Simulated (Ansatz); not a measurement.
Process, species as SMILES: [CH] (CH) → CH+ (singlet, bonded as [CH]) + e-
B3LYP-D3(BJ)/def2-TZVP geometries, fixed; electronic energies without zero-point terms.

Basis-set convergence of the adiabatic ionisation energy at PBE with Ansatz (a first-principles code). Cartesian d functions, on some or all atoms, in 6-31G**, 6-31+G*; all else is spherical. The program fits the integrals of some runs and decomposes those of others, by size. An unrestricted PBE determinant is markedly spin-contaminated. Open shells are unrestricted. No added dispersion term, no relativity. Functions are those of the species that has most. Reference: the value in aug-cc-pV5Z, 11.026 eV. Deviations are taken from unrounded values.

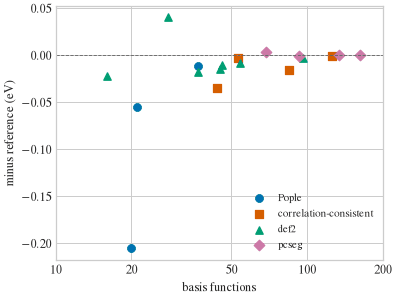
Figure. Deviation from the reference against the number of basis functions, by family of sets.

```json
[
 {"basis": "def2-SV(P)", "functions": "16", "adiabatic ionisation energy (eV)": "11.004", "minus reference (eV)": "-0.022"},
 {"basis": "6-31G**", "functions": "20", "adiabatic ionisation energy (eV)": "10.821", "minus reference (eV)": "-0.205"},
 {"basis": "6-31+G*", "functions": "21", "adiabatic ionisation energy (eV)": "10.971", "minus reference (eV)": "-0.055"},
 {"basis": "def2-SVPD", "functions": "28", "adiabatic ionisation energy (eV)": "11.066", "minus reference (eV)": "0.040"},
 {"basis": "6-311++G(2d,2p)", "functions": "37", "adiabatic ionisation energy (eV)": "11.014", "minus reference (eV)": "-0.012"},
 {"basis": "def2-TZVP", "functions": "37", "adiabatic ionisation energy (eV)": "11.008", "minus reference (eV)": "-0.018"},
 {"basis": "cc-pVTZ", "functions": "44", "adiabatic ionisation energy (eV)": "10.992", "minus reference (eV)": "-0.035"},
 {"basis": "def2-TZVPP", "functions": "45", "adiabatic ionisation energy (eV)": "11.012", "minus reference (eV)": "-0.014"},
 {"basis": "def2-TZVPD", "functions": "46", "adiabatic ionisation energy (eV)": "11.016", "minus reference (eV)": "-0.010"},
 {"basis": "jun-cc-pV(T+d)Z", "functions": "53", "adiabatic ionisation energy (eV)": "11.023", "minus reference (eV)": "-0.003"},
 {"basis": "def2-TZVPPD", "functions": "54", "adiabatic ionisation energy (eV)": "11.018", "minus reference (eV)": "-0.008"},
 {"basis": "aug-pcseg-2", "functions": "69", "adiabatic ionisation energy (eV)": "11.030", "minus reference (eV)": "0.003"},
 {"basis": "cc-pVQZ", "functions": "85", "adiabatic ionisation energy (eV)": "11.010", "minus reference (eV)": "-0.016"},
 {"basis": "pcseg-3", "functions": "93", "adiabatic ionisation energy (eV)": "11.025", "minus reference (eV)": "-0.001"},
 {"basis": "def2-QZVPPD", "functions": "96", "adiabatic ionisation energy (eV)": "11.023", "minus reference (eV)": "-0.003"},
 {"basis": "aug-cc-pVQZ", "functions": "126", "adiabatic ionisation energy (eV)": "11.025", "minus reference (eV)": "-0.001"},
 {"basis": "aug-pcseg-3", "functions": "134", "adiabatic ionisation energy (eV)": "11.027", "minus reference (eV)": "0.001"},
 {"basis": "pcseg-4", "functions": "162", "adiabatic ionisation energy (eV)": "11.026", "minus reference (eV)": "0.000"}
]
```
